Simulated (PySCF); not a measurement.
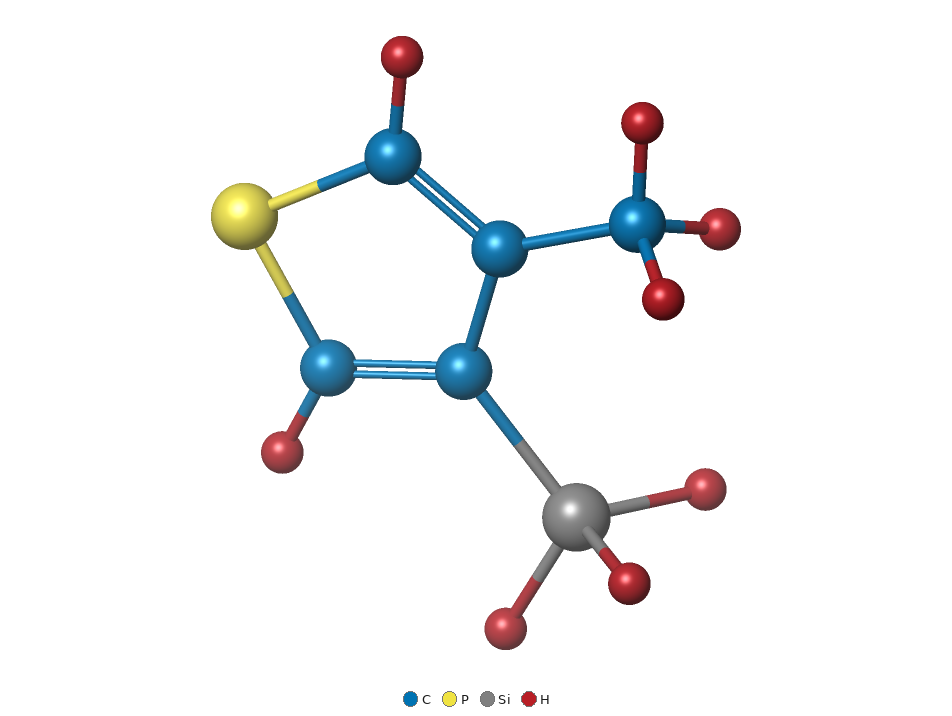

The picture shows a molecular structure as a ball-and-stick model. Double and triple bonds are drawn as two and three sticks.

The species has charge −1 and is a spin singlet. The geometry was computed by an optimisation with PBE0-D3(BJ)/def2-SVP. No frequency run is at hand to confirm it as a minimum.

**Count the atoms of each element.**

C₅H₈PSi⁻, 15 atoms: 5 carbon, 8 hydrogen, 1 phosphorus and 1 silicon.

**Describe its rings.**

Independent rings (smallest set): 1 of 5 members, 1 of them aromatic.

**What is the point group of this geometry?**

Cs.

More results for the same structure follow; atom numbers are the same in all pictures, views and colours differ.

Geometry

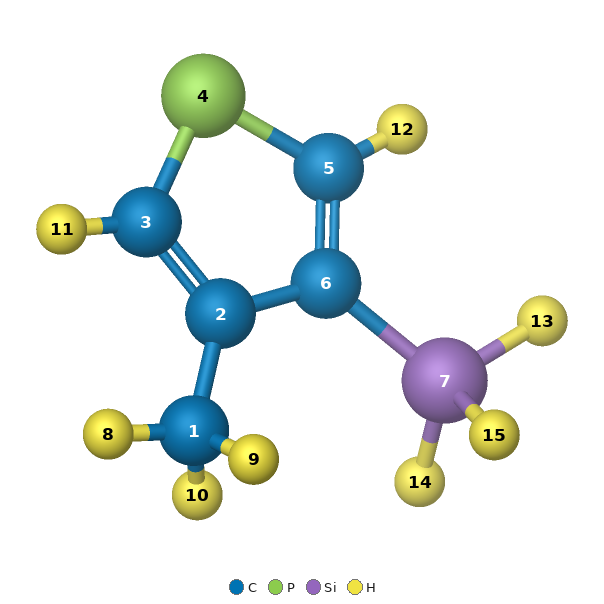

The atoms are numbered. No frequency run is at hand to confirm it as a minimum.

**Describe the coordination of atom 4.**

P4 has 2 neighbours (C3 at 1.77, C5 at 1.75 Å); the arrangement is bent.

**Describe the coordination of atom 2.**

C2 has 3 neighbours (C1 at 1.50, C3 at 1.39, C6 at 1.43 Å); the arrangement is trigonal planar.

**How are the neighbours of atom 1 arranged?**

C1 has 4 neighbours (C2 at 1.50, H8 at 1.10, H9 at 1.11, H10 at 1.11 Å); the arrangement is tetrahedral.

**Describe the coordination of atom 7.**

Si7 has 4 neighbours (C6 at 1.83, H13 at 1.51, H14 at 1.51, H15 at 1.51 Å); the arrangement is tetrahedral.

**What is the dihedral angle C1–C2–C6–Si7?**

0° in size, that is syn (eclipsed).

Electronic properties

No frequency run is at hand to confirm it as a minimum. Method: ωB97X-D/def2-SVPD in dimethylsulfoxide (IEF-PCM) (PySCF 2.14.0). Excitations: vertical, linear response.

**Give the HOMO energy (Kohn–Sham orbital) at this level.**

−6.65 eV.

**What is the lowest vertical singlet excitation?**

4.86 eV.

**Give the mean static polarisability at this level.**

186.8 bohr³.

NMR shielding

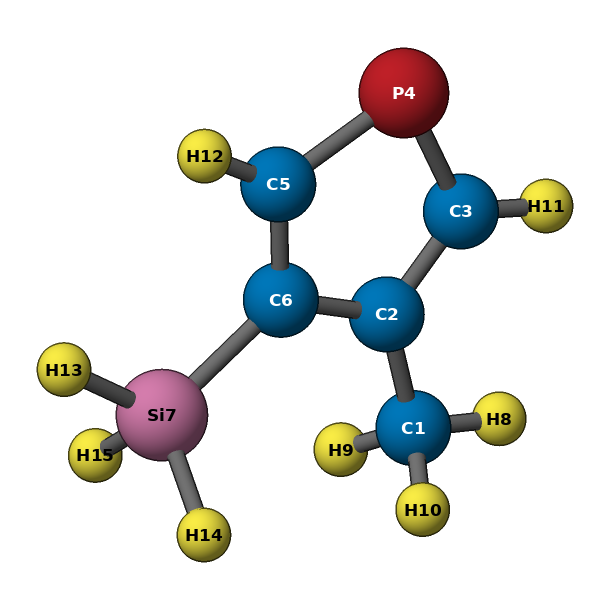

No frequency run is at hand to confirm it as a minimum. Level of theory: GIAO PBE0/pcSseg-1 NMR shielding, non-relativistic, IEF-PCM tetrahydrofuran (PySCF 2.14.0). Principal shieldings σ11 ≤ σ22 ≤ σ33, span Ω = σ33 − σ11, skew κ = 3(σiso − σ22)/Ω.

Give the shielding tensors of the Si atoms.

```
atom    σ11    σ22    σ33   σiso      Ω     κ
 Si7  384.6  435.9  490.8  437.1  106.2  0.03
```

Shieldings and span in ppm.

Charges

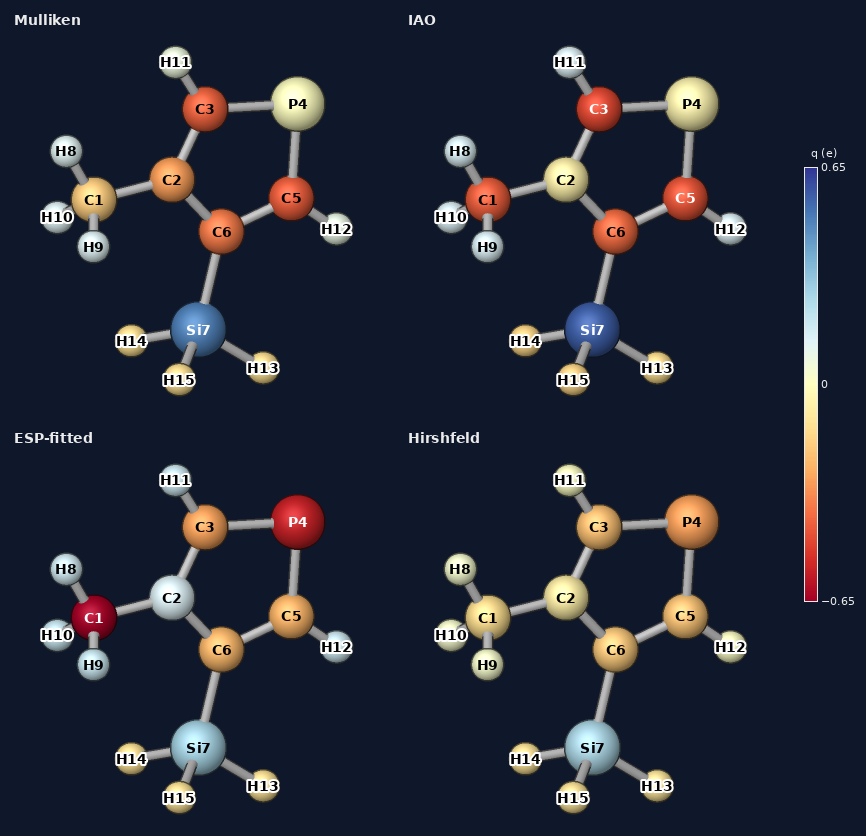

Atomic charges of one calculation by 4 schemes, on one colour scale. No frequency run is at hand to confirm it as a minimum. Method: PBE0/pcSseg-1 in dimethylsulfoxide (IEF-PCM) (PySCF 2.14.0).

**On which atom do the schemes disagree most?**

On P4 (from −0.56 to 0.00 e).

List the charges (e), one line for each set of equivalent atoms.

```
    atom  Mulliken    IAO  ESP-fitted  Hirshfeld
      C1     −0.17  −0.42       −0.64      −0.13
      C2     −0.29  −0.05        0.13      −0.06
      C3     −0.41  −0.47       −0.27      −0.21
      P4      0.00  −0.04       −0.56      −0.28
      C5     −0.42  −0.44       −0.24      −0.20
      C6     −0.36  −0.39       −0.23      −0.18
     Si7      0.48   0.56        0.26       0.24
      H8      0.12   0.14        0.16       0.04
 H9, H10      0.13   0.14        0.18       0.03
     H11      0.08   0.13        0.17       0.01
     H12      0.09   0.13        0.17       0.01
     H13     −0.12  −0.13       −0.11      −0.10
H14, H15     −0.12  −0.15       −0.11      −0.11
```

Mulliken values depend strongly on the basis set and can even reverse the polarity of a bond.
